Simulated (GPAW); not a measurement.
# Near-edge structure at the Mn K edge of MnO2 (Fd-3m)

What does one-electron theory with a core hole give for the Mn K edge of MnO2 (Fd-3m)?

Main program and level: GPAW 26.7.0; X-ray absorption from dipole matrix elements to empty bands, plane-wave PAW LDA+U.

### Step 1. Set-up

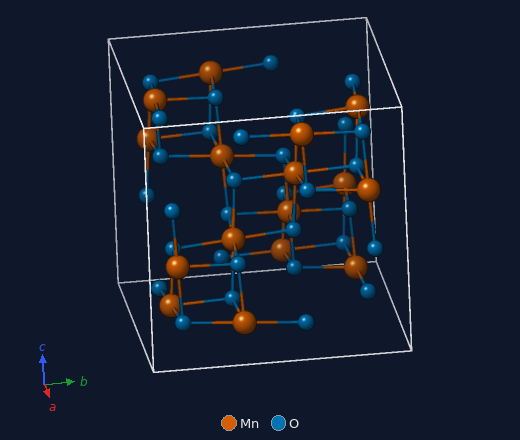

The starting structure, seen slightly off an axis (manganese orange, oxygen blue). This picture shows the conventional cell, with its axes.

### Step 2. Ground state of the crystal

A plain self-consistent run shows whether there is a gap and which moments survive; both decide the set-up of the core-hole run.

File scf.py:

```python
import numpy as np
from ase import Atoms
from ase.parallel import parprint, paropen
from gpaw import GPAW, PW, FermiDirac, Mixer, MixerDif, setup_paths
from gpaw.test import gen
setup_paths.insert(0, '.')
gen('Mn', name='nch1s', xcname='LDA', corehole=(1, 0, 0), write_xml=True)
from gpaw.mpi import world
world.barrier()

atoms = Atoms('Mn4O8',
    cell=[[0, 4.01999251, 4.01999251],
     [4.01999251, 0, 4.01999251],
     [4.01999251, 4.01999251, 0]],
    scaled_positions=[[0.125, 0.125, 0.125],
     [0.125, 0.125, 0.625],
     [0.625, 0.125, 0.125],
     [0.125, 0.625, 0.125],
     [0.36095376, 0.36095376, 0.36095376],
     [0.36095376, 0.36095376, 0.91713871],
     [0.91713871, 0.36095376, 0.36095376],
     [0.36095376, 0.91713871, 0.36095376],
     [0.88904624, 0.88904624, 0.33286129],
     [0.88904624, 0.88904624, 0.88904624],
     [0.88904624, 0.33286129, 0.88904624],
     [0.33286129, 0.88904624, 0.88904624]],
    magmoms=[4.0, -4.0, 4.0, -4.0, 0.0, 0.0, 0.0, 0.0, 0.0, 0.0, 0.0, 0.0],
    pbc=True)
atoms.calc = calc = GPAW(legacy_gpaw=True, mode=PW(500, force_complex_dtype=True), xc='LDA', setups={'Mn': ':d,5', 0: 'nch1s:d,5'},
    kpts={'size': (3, 3, 3), 'gamma': True}, occupations=FermiDirac(0.05),
    charge=0, mixer=MixerDif(0.05, 8, 50), maxiter=150,
    convergence={'density': 0.0001, 'eigenstates': 1e-6}, txt='scf.txt')
energy = atoms.get_potential_energy() + calc.get_reference_energy()
ef = calc.get_fermi_level()
out = dict(energy=energy, fermi=ef, forces=atoms.get_forces().tolist(), magmoms=atoms.get_magnetic_moments().tolist())
parprint(f'all-electron energy {energy:.4f} eV, Fermi level {ef:.4f} eV')
ev = np.array([[calc.get_eigenvalues(k, s) for k in range(len(calc.get_ibz_k_points()))] for s in range(calc.get_number_of_spins())])
out['homo'], out['lumo'], out['counts'] = ev[ev < ef].max(), ev[ev > ef].min(), sorted(set((ev < ef).sum((0, 2)).tolist()))
out['filled'] = (ev[:, 0] < ef).sum(1).tolist()
import json
with paropen('out.json', 'w') as f:
    json.dump(out, f)
```

Command:

```bash
$ OMP_NUM_THREADS=1 mpirun -n 4 gpaw python scf.py
```

Numbers of over 12 decimals in the logs are rounded to 6 here.

Output:

```text
Input parameters:
  convergence: {density: 0.0001,
                eigenstates: 1e-06}
  kpts: {gamma: True,
         size: (3, 3, 3)}
  maxiter: 150
  mixer: {backend: pulay,
          beta: 0.05,
          method: difference,
          nmaxold: 8,
          weight: 50}
  mode: {ecut: 500.0,
         force_complex_dtype: True,
         name: pw}
  occupations: {fixmagmom: False,
                name: fermi-dirac,
                width: 0.05}
  setups: {0: nch1s:d,5,
           Mn: :d,5}

Initialize ...

[... PAW data sets ...]

Reference energy: -142045.152443  # eV

Spin-polarized calculation.
Initial magnetic moment: 0.000000

[... convergence settings ...]
Symmetries present (total): 2
  [... symmetry matrices ...]

27 k-points: 3 x 3 x 3 Monkhorst-Pack grid
10 k-points in the irreducible part of the Brillouin zone
       k-points in crystal coordinates                weights
   0:     0.00000000    0.00000000    0.00000000          1/27
   1:     0.00000000    0.33333333   -0.33333333          2/27
   2:     0.00000000    0.33333333    0.00000000          4/27
   3:     0.00000000    0.33333333    0.33333333          2/27
   4:     0.33333333   -0.33333333   -0.33333333          2/27
   5:     0.33333333    0.00000000   -0.33333333          4/27
   6:     0.33333333    0.00000000    0.00000000          2/27
   7:     0.33333333    0.33333333   -0.33333333          4/27
   8:     0.33333333    0.33333333    0.00000000          4/27
   9:     0.33333333    0.33333333    0.33333333          2/27

Wave functions: Plane wave expansion
  Cutoff energy: 500.000 eV
  Number of coefficients (min, max): 3287, 3305
  Pulay-stress correction: 0.000000 eV/Ang^3 (de/decut=0.000000)
  Using FFTW library
  Wavefunction extrapolation:
    Improved wavefunction reuse through dual PAW basis

Occupation numbers: Fermi-Dirac:
  width: 0.0500  # eV

Eigensolver
   Davidson(niter=2)

Densities:
  Coarse grid: 30*30*30 grid
  Fine grid: 60*60*60 grid
  Total Charge: 0.000000

Density mixing:
  Method: difference
  Backend: pulay
  Linear mixing parameter: 0.05
  old densities: 8
  Width of damping distribution: 1.1
  Damping of long wavelength oscillations: 50

[... Hamiltonian set-up ...]
Number of atoms: 12
Number of atomic orbitals: 84
Number of bands in calculation: 69
Number of valence electrons: 108
Bands to converge: occupied

... initialized

Initializing position-dependent things.

Density initialized from atomic densities
Creating initial wave functions:
  69 bands from LCAO basis set

                          O
                   O
                    O
              O
                  O      O

                    O
        Mn   O
            Mn
             Mn
       Mn

Atomic positions and initial magnetic moments

Positions:
   0 Mn     1.004998    1.004998    1.004998    ( 0.0000,  0.0000,  4.0000)
   1 Mn     3.014994    3.014994    1.004998    ( 0.0000,  0.0000, -4.0000)
   2 Mn     1.004998    3.014994    3.014994    ( 0.0000,  0.0000,  4.0000)
   3 Mn     3.014994    1.004998    3.014994    ( 0.0000,  0.0000, -4.0000)
   4 O      2.902063    2.902063    2.902063    ( 0.0000,  0.0000,  0.0000)
   5 O      5.137922    5.137922    2.902063    ( 0.0000,  0.0000,  0.0000)
   6 O      2.902063    5.137922    5.137922    ( 0.0000,  0.0000,  0.0000)
   7 O      5.137922    2.902063    5.137922    ( 0.0000,  0.0000,  0.0000)
   8 O      4.912059    4.912059    7.147918    ( 0.0000,  0.0000,  0.0000)
   9 O      7.147918    7.147918    7.147918    ( 0.0000,  0.0000,  0.0000)
  10 O      4.912059    7.147918    4.912059    ( 0.0000,  0.0000,  0.0000)
  11 O      7.147918    4.912059    4.912059    ( 0.0000,  0.0000,  0.0000)

Unit cell:
           periodic     x           y           z      points  spacing
  1. axis:    yes    0.000000    4.019993    4.019993    30     0.1547
[...]
iter:  12   -94.870343c  -4.79  -3.17    +0.0000
iter:  13   -94.873759c  -4.23  -3.20    -0.0000
iter:  14   -94.874673c  -4.77  -3.58    -0.0000
iter:  15   -94.874362c  -5.18  -3.48    -0.0000
iter:  16   -94.874365c  -6.42c -3.97    -0.0000
iter:  17   -94.874367c  -5.80  -4.03c   -0.0000
iter:  18   -94.874361c  -7.41c -4.34c   -0.0000

Converged after 18 iterations.

Dipole moment: (-2.885211, -2.885210, -2.885210) |e|*Ang

Total magnetic moment: (0.000000, 0.000000, -0.000000)
Local magnetic moments:
   0 Mn ( 0.000000,  0.000000,  3.098121)
   1 Mn ( 0.000000,  0.000000, -3.098118)
   2 Mn ( 0.000000,  0.000000,  3.098119)
   3 Mn ( 0.000000,  0.000000, -3.098118)
   4 O  ( 0.000000,  0.000000,  0.027619)
   5 O  ( 0.000000,  0.000000, -0.027619)
   6 O  ( 0.000000,  0.000000,  0.027619)
   7 O  ( 0.000000,  0.000000, -0.027619)
   8 O  ( 0.000000,  0.000000, -0.027619)
   9 O  ( 0.000000,  0.000000,  0.027618)
  10 O  ( 0.000000,  0.000000, -0.027619)
  11 O  ( 0.000000,  0.000000,  0.027618)

Energy contributions relative to reference atoms: (reference = -142045.152443)

Kinetic:        +80.379636
Potential:      -81.483300
External:        +0.000000
XC:             -93.950440
Entropy (-ST):   -0.000000
Local:           +0.179744
SIC:             +0.000000
--------------------------
Free energy:    -94.874361
Extrapolated:   -94.874361

Spin contamination: 6.992816 electrons
Showing only first 2 kpts
                      Up                     Down
 Kpt  Band  Eigenvalues  Occupancy  Eigenvalues  Occupancy
  0    52      2.70434    1.00000      2.70434    1.00000
  0    53      2.72777    1.00000      2.72776    1.00000
  0    54      5.36356    0.00000      5.36355    0.00000
  0    55      5.45896    0.00000      5.45897    0.00000

  1    52      2.50609    1.00000      2.28313    1.00000
  1    53      2.68701    1.00000      2.56179    1.00000
  1    54      5.30452    0.00000      5.31894    0.00000
  1    55      5.51683    0.00000      5.45869    0.00000

Fermi level: 3.90017

Gap: 2.292 eV
Transition (v -> c):
  (s=0, k=9, n=53, [0.33, 0.33, 0.33]) -> (s=0, k=8, n=54, [0.33, 0.33, 0.00])
Direct/indirect transitions are different
Direct gap: 2.373 eV
Transition at: (s=0, k=8, n=53, [0.33, 0.33, 0.00])

Forces in eV/Ang:
  0 Mn    0.00004    0.00004    0.00004
  1 Mn   -0.00004   -0.00004    0.00005
  2 Mn    0.00004   -0.00004   -0.00004
  3 Mn   -0.00004    0.00005   -0.00004
  4 O     0.01043   -0.05256   -0.05256
  5 O    -0.01105    0.05195   -0.05122
  6 O     0.01178    0.05194    0.05194
  7 O    -0.01105   -0.05122    0.05195
  8 O     0.01113   -0.05186    0.05137
  9 O    -0.01037    0.05263    0.05263
 10 O     0.01113    0.05137   -0.05186
 11 O    -0.01163   -0.05186   -0.05186
Scalar-relativistic atomic LDA calculation for Mn (Manganese, Z=25)
Core hole in 1s state (1s occupation: 2.0)
600 radial gridpoints.
|------------------------------------------------|
|------------------------------------------------|
[... the atom generator's iteration count ...]

Energy contributions:
-------------------------
Kinetic:    +1167.899392
XC:           -49.721188
Potential:  -2274.145488
-------------------------
Total:      -1155.967283

state      eigenvalue         ekin         rmax
-----------------------------------------------
1s^2.0 :  -235.654231   306.862693        0.040
2s^2.0 :   -27.269400    55.338432        0.233
2p^6.0 :   -23.144030    54.021996        0.188
3s^2.0 :    -3.137901    11.952102        0.736
3p^6.0 :    -2.002579    10.379009        0.751
3d^5.0 :    -0.257567     6.192382        0.757
4s^2.0 :    -0.194105     1.112499        2.490
4p^0.0 :    -0.054042     0.531337        3.391
-----------------------------------------------
(units: Bohr and Hartree)

Generating PAW setup
Kinetic energy of the core from tauc = 1056.042781882896
Cutoffs:
rc(s)=2.410
rc(p)=2.420
rc(d)=2.150
rc(vbar)=2.350
rc(comp)=2.290
rc(nct)=2.420

Kinetic energy of the core states: 1048.534225
Charge: 0.0
Core electrons: 10.0
Valence electrons: 15.0
Pseudo-core charge: 0.000000
Shape function alpha=1.907
Pseudo-electron charge 4.612870
state    eigenvalue         norm
--------------------------------
3s(2) :    -3.137901     0.111894
4s(2) :    -0.194105     1.047649
3p(6) :    -2.002579     0.093479
4p(0) :    -0.054042     0.998675
3d(5) :    -0.257567     0.346582
*d    :     0.742433
--------------------------------

Diagonalizing with gridspacing h=0.050

state   all-electron     PAW
-------------------------------
3s:      -3.137901    -3.138225
3p:      -2.002579    -2.003494
3d:      -0.257567    -0.258868
*f:                    0.069536
-------------------------------
all-electron energy -142140.0268 eV, Fermi level 3.9002 eV
```

The job ended after 36 s (4 MPI ranks of Intel Xeon Platinum 8488C (Sapphire Rapids), shared host; peak memory 0.29 GiB; 2.4 min of CPU time).

The mesh shows a gap of 2.29 eV, so the hole is first treated in a charged cell, without the excited electron.

Site moments (μB): 3.10, -3.10, 3.10, -3.10, 0.03, -0.03, 0.03, -0.03, -0.03, 0.03, -0.03, 0.03.

### Step 3. Reference energy of the cell

The photon energy needs a difference of total energies, so the cell and mesh of the coming hole run are first run without a hole.

Changes to scf.py since step 2:

```diff
@@ -29,3 +29,3 @@
 atoms.calc = calc = GPAW(legacy_gpaw=True, mode=PW(500, force_complex_dtype=True), xc='LDA', setups={'Mn': ':d,5', 0: 'nch1s:d,5'},
-    kpts={'size': (3, 3, 3), 'gamma': True}, occupations=FermiDirac(0.05),
+    kpts={'size': (3, 3, 3), 'gamma': True}, occupations=FermiDirac(0.02),
     charge=0, mixer=MixerDif(0.05, 8, 50), maxiter=150,
```

Output:

```text
Input parameters:
  convergence: {density: 0.0001,
                eigenstates: 1e-06}
  kpts: {gamma: True,
         size: (3, 3, 3)}
  maxiter: 150
  mixer: {backend: pulay,
          beta: 0.05,
          method: difference,
          nmaxold: 8,
          weight: 50}
  mode: {ecut: 500.0,
         force_complex_dtype: True,
         name: pw}
  occupations: {fixmagmom: False,
                name: fermi-dirac,
[...]
4s(2) :    -0.194105     1.047649
3p(6) :    -2.002579     0.093479
4p(0) :    -0.054042     0.998675
3d(5) :    -0.257567     0.346582
*d    :     0.742433
--------------------------------

Diagonalizing with gridspacing h=0.050

state   all-electron     PAW
-------------------------------
3s:      -3.137901    -3.138225
3p:      -2.002579    -2.003494
3d:      -0.257567    -0.258868
*f:                    0.069536
-------------------------------
all-electron energy -142140.0268 eV, Fermi level 3.8448 eV
[key lines of the parts left out:]
Converged after 18 iterations.
Dipole moment: (-2.885211, -2.885210, -2.885210) |e|*Ang
Free energy:    -94.874361
Fermi level: 3.84479
```

Elapsed: 36 s, on 4 MPI ranks; peak memory 0.3 GiB.

Reference energy: -142140.027 eV with the cores included.

(Part 1 of 2 ends here.)

[Banner, clock and machine lines of the logs are left out without a mark of their own.]

[Logs are printed without paths, hosts, clocks, repeated set-up lines and the standing remarks that a program may print on its own settings, such as how far it seeks lower states.]

[Hosts, paths, dates, database ids (printed as entryN), source tags and the programs' standing remarks are cut or masked in the printed files.]

[Lists of maxima count a maximum above −3 eV only where it reaches 4 % of the highest in the window and stands out from its surroundings by 2 % of it (1.5 % where it reaches 55 %); shoulders and weaker maxima are passed over, and of the rest the first, up to two pre-edge ones and the few strongest are named.]
